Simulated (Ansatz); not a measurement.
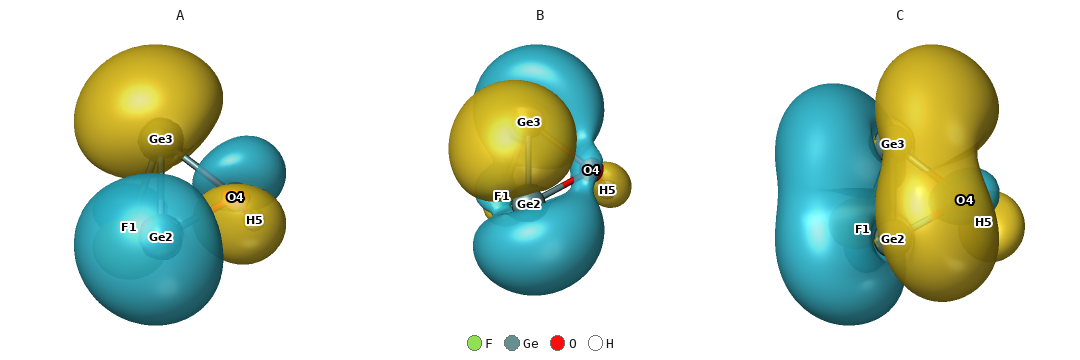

The picture shows: FGe$_{2}$HO (SMILES [OH+]1[Ge-]2[F+][Ge-]12). Three frontier orbitals at ±0.06 Å⁻³ᐟ² (yellow and cyan are the two phases), in no order.

Geometry: B3LYP-D3(BJ)/def2-SVP.

All numbers below come from isolated molecule in a Gaussian basis; Kohn-Sham density functional theory, functional PBE0 in Ansatz 0.2.0.

Input

```
basis:
  gaussian:
    orbitals: def2-TZVPD
crystal:
  periodic: [false, false, false]
  atoms:
    - {symbol: F, position_ang: [-2.803791, -1.170516, -1.281578]}
    - {symbol: Ge, position_ang: [-1.351470, 0.233950, -1.593900]}
    - {symbol: Ge, position_ang: [-1.031994, -2.118033, -0.907469]}
    - {symbol: O, position_ang: [-0.942661, -0.464311, 0.269505]}
    - {symbol: H, position_ang: [-1.635742, -0.362605, 0.940050]}
hamiltonian:
  xc: pbe0
output: {forces: true, orbitals: {seedname: orbitals}}
```

Run with:

```sh
ansatz run input.yaml --threads 2 --pin off --max-ram 4350MiB --events-out events.jsonl --progress --plain --runs-dir runs
```

Which picture is the HOMO−1, the HOMO and the LUMO?

Answer. A is the HOMO−1 (−8.54 eV). By Hirshfeld shares it lies mainly on Ge2 (about 35 %), Ge3 (about 35 %), O4 (about 25 %) and F1 (about 10 %). B is the HOMO (−5.39 eV). Its weight (Hirshfeld) is mainly on Ge2 (about 45 %) and Ge3 (about 45 %). C is the LUMO (−1.75 eV). By Hirshfeld shares it lies mainly on Ge2 (about 40 %), Ge3 (about 40 %) and F1 (about 5 %); π-bonding across Ge2–Ge3.

What is the HOMO–LUMO gap?

Answer. 3.64 eV between the orbital energies.
